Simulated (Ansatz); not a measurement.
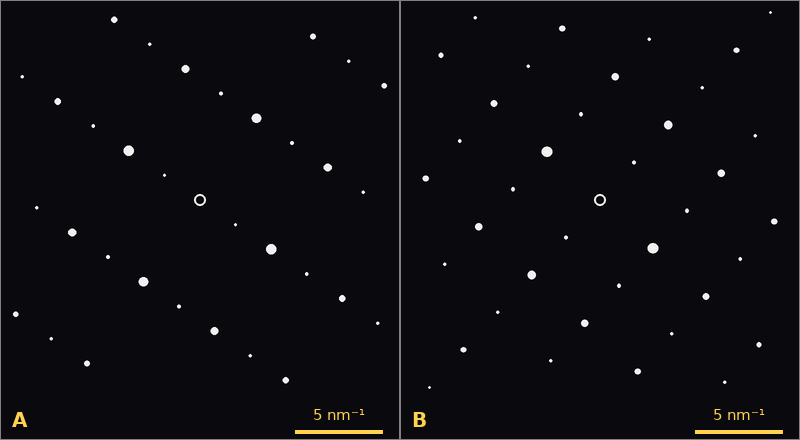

Kinematic electron diffraction patterns (120 kV, B = 0.5 Å², same scale, each along a low-index zone) of two structures of composition ScBr, each relaxed at zero pressure with DFT PBE, scalar-relativistic, plane waves, PAW in Ansatz. The runs are not spin-polarised.

The structures (standard cells):
1. P-6m2 (No. 187), a = 3.498 Å, c = 4.019 Å (hexagonal axes), 2 atoms; generated start, possibly hypothetical
2. Pm-3m (No. 221), a = 3.432 Å, 2 atoms; generated start, possibly hypothetical

### Which pattern belongs to which structure, and along which zone?

A is structure 1 along [210] or an equivalent direction: rectangular net of 0 0 1 (weak) at d = 4.02 Å and 1 -2 0 at d = 1.75 Å, 90.0° apart. B is structure 2 along [110] or an equivalent direction: rectangular net of 0 0 1 (weak) at d = 3.43 Å and 1 -1 0 at d = 2.43 Å, 90.0° apart.

### Which structure lies lowest at this level of theory, and by how much?

Structure 1 (P-6m2, 21.30 Å³ an atom) is the lowest of these; structure 2 (Pm-3m, 20.21 Å³ an atom) lies about 280 meV an atom higher. These are static energies at 0 K; other structures, not shown, may lie lower still.
